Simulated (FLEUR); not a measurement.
## Converging the basis cutoff: Ag (Fm-3m, 1 atom in the cell)

```yaml
crystal:
  lattice:
    - [0.00000, 2.05523, 2.05523]
    - [2.05523, 0.00000, 2.05523]
    - [2.05523, 2.05523, 0.00000]
  atoms:
    - { symbol: Ag, position: [0.00000, 0.00000, 0.00000] }
```

Computed with PBE, all-electron FLAPW (FLEUR), scalar-relativistic valence run with FLEUR.

Base settings: Kmax = 4.5 1/bohr; GmaxXC = 22.5 1/bohr; xcFunctional = pbe; jspins = 1; l_soc = F; mode = hist; fermiSmearingEnergy = 0.00367493 Htr; mesh (inpgen div1-3) = 5 5 5; inpgen gamma flag = false; Gmax = 22.5 1/bohr.

Moved along: Gmax, GmaxXC.

The second cell is the first with its lattice scaled by 0.98.

The mesh stays at the base's, so the ladder's end is converged at best in this setting alone.

Only quantities that move along the ladder and can be compared are tabulated.

The starting cell has typed, rounded lattice constants, without a prior relaxation at this level. Its lattice was rescaled by up to half a per cent. Values depend on the basis (sphere radii, cutoffs, local orbitals), which need not be converged.

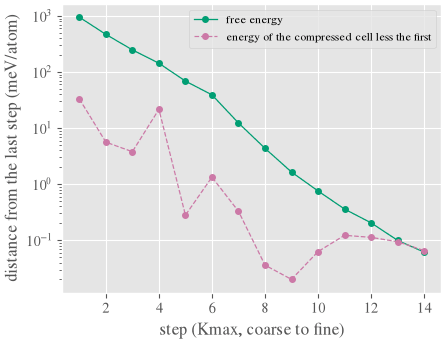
*Distance from the last step along the ladder; very small values are drawn at a floor.*

```csv
Kmax,free energy less the last step's (meV/atom),energy of the compressed cell less the first (meV/atom)
2.66 1/bohr,951.97,0.91
2.85 1/bohr,469.68,39.70
3.02 1/bohr,248.77,30.29
3.18 1/bohr,143.61,12.48
3.34 1/bohr,68.91,33.80
3.49 1/bohr,39.22,32.75
3.76 1/bohr,12.35,34.41
4.02 1/bohr,4.36,34.05
4.27 1/bohr,1.65,34.08
4.5 1/bohr,0.76,34.15
4.72 1/bohr,0.36,34.21
4.93 1/bohr,0.20,34.20
5.23 1/bohr,0.10,34.18
5.51 1/bohr,0.06,34.15
5.95 1/bohr,0.00,34.08
```

Coarsest Kmax that holds the free energy within 2 meV/atom of the last step, with all finer ones: 4.27 1/bohr; the step before is off by 4.4 meV/atom.

Coarsest Kmax that holds the energy of the compressed cell less the first within 0.5 meV/atom of the last step, with all finer ones: 3.76 1/bohr; the step before is off by 1.3 meV/atom.

The energy difference between the two cells stays within 1 meV/atom of the last step's from 3.76 1/bohr on, the total only from 4.5 1/bohr on: much of the error is common to both cells and cancels.
